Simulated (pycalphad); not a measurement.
Al-Zr solution, phase BCC_A2, at 1350 K; mixing quantities and activities refer to the pure elements in the same phase at that temperature, stable or not. Over part of the range this solution is metastable.

Source of the numbers: pycalphad with the COST 507 light-alloy database (1999); pressure 1 atm. The data set is of 1999 and partly superseded. Al is not stable in this structure, so the reference rests on SGTE lattice stabilities.

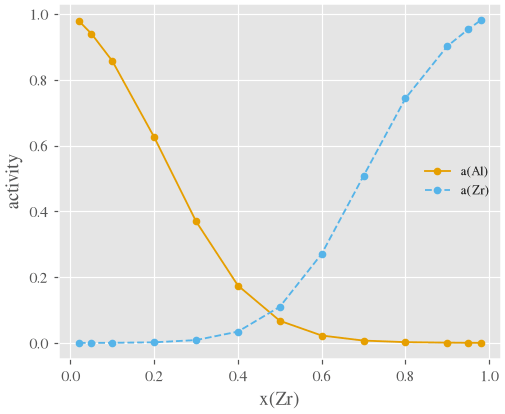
*Activities against composition*

Is the deviation from Raoult's law positive or negative, and how large are the activity coefficients at the dilute ends?

γ(Zr) = 0.0014 at x(Zr) = 0.02 and γ(Al) = 0.0081 at x(Zr) = 0.98; values under 1 are negative deviations, over 1 positive. The enthalpy of mixing is -30.6 kJ/mol at its extreme among the points, x(Zr) = 0.5.

BCC_A2 is bcc.
